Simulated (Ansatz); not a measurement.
The calculation's input:

```
crystal:
  periodic: [false, false, false]
  atoms:
    - {symbol: Si, position_ang: [-1.130077, -0.888934, 0.931883]}
    - {symbol: N, position_ang: [0.568207, -0.802827, 1.215257]}
    - {symbol: H, position_ang: [-1.664930, 0.496260, 0.969139]}
    - {symbol: H, position_ang: [-1.909595, -1.700427, 1.913932]}
    - {symbol: H, position_ang: [-1.333583, -1.490549, -0.410544]}
    - {symbol: H, position_ang: [0.829492, 0.815270, -0.979826]}
    - {symbol: P, position_ang: [0.301945, 1.541028, -2.081085]}
    - {symbol: H, position_ang: [0.908607, -0.281140, 2.007490]}
    - {symbol: H, position_ang: [1.133393, -1.623980, 1.067062]}
    - {symbol: H, position_ang: [0.925574, 2.755533, -1.690045]}
    - {symbol: H, position_ang: [1.371167, 1.179664, -2.943264]}
basis:
  gaussian: {orbitals: def2-TZVPP}
hamiltonian: {xc: pbe0, dispersion: d4}
output: {orbitals: {seedname: orbitals}}
```

Launched as:

```sh
ansatz run in.yaml --threads 4 --pin off --events-out ev --progress --plain --max-ram 9574MiB
```

The reactant side of a reaction path; geometry: PBE0-D4/def2-TZVP.

All numbers below come from RKS PBE0-D4/def2-TZVPP in Ansatz.

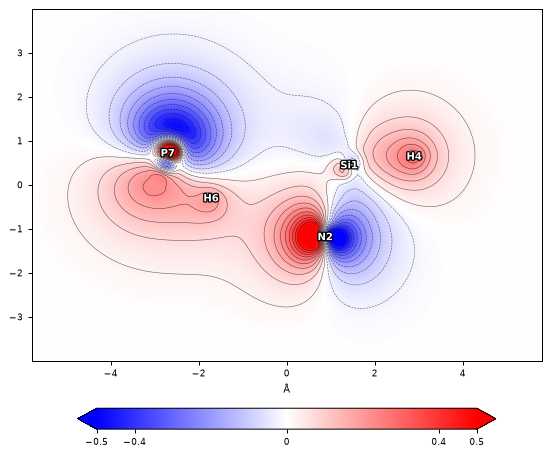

H₅NSi···PH₃. The HOMO−1 on the plane of atoms N2, Si1 and H4 (values in Å⁻³ᐟ²; the overall sign is arbitrary).

Q: Where does this orbital lie, and at what energy?

A: By Hirshfeld shares it lies mainly on P7 (about 50 %) and N2 (about 25 %); largely a combination of lone pairs on P7 and N2. Its energy is −7.72 eV.
